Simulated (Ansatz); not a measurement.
CaO (rock salt), conventional cell a = b = c = 4.767 Å, α = β = γ = 90.00°. The calculation uses the primitive cell of 2 atoms, to which meshes and values per cell refer.

Equation-of-state scan: isotropic scaling of the cell above, V₀ being its volume. Symmetry pins the atoms to their sites.

All values below come from PBEsol (plane waves to 420 eV, PAW, scalar-relativistic; Ansatz, a quantum-chemistry and plane-wave program). k mesh 12×12×12 (Γ-centred), Fermi-Dirac smearing 0.05 eV. The energy includes the smearing's −TS. CaO was relaxed with its symmetry unable to fall. The zero of ΔE is the relaxed starting cell.

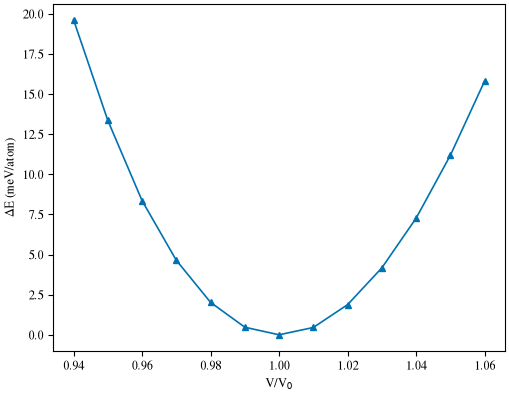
ΔE (meV/atom) against V/V₀; one marker a computed point.

What is ΔE at V/V₀ = 0.940?

About 20 meV/atom.

What bulk modulus B₀ follows from a third-order Birch-Murnaghan fit?

About 120 GPa.

What is ΔE at V/V₀ = 1.060?

About 16 meV/atom.

(Under strain, the slope of the energy per volume gives the stress and its curvature an elastic modulus.)
